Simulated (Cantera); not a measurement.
Input: 1 mol Si2H6, 2.4 mol HCl, a varied amount of N2, at 552 °C and 0.100 bar.

These are equilibrium values from Cantera (NASA tables, ideal gas, pure condensed phases), not measurements of a reactor. Candidate condensed phases: NH4Cl, Si, Si3N4; 28 gas species. The feed counts by its element totals alone. N2 is the only nitrogen source here; it is nearly inert below about 1500 K, so the nitride shown seldom forms there in practice. Equilibrium is a limit: real reactors are often held back by kinetics, nucleation or transport.

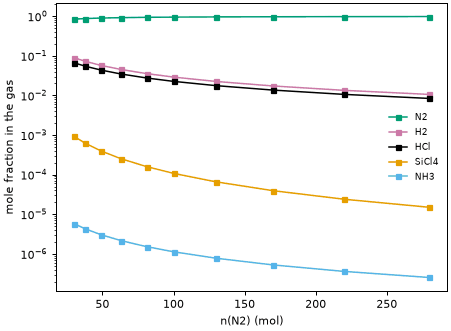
*Equilibrium gas composition (values under 1e-9 drawn at 1e-9)*

From 30 mol N2 to 280 mol N2 the condensed part is Si3N4(s). The main Si-bearing gas is SiCl4 throughout. The share of Si in condensed phases is highest at 280 mol N2 (99.8 %) and lowest at 30 mol N2 (98.4 %).
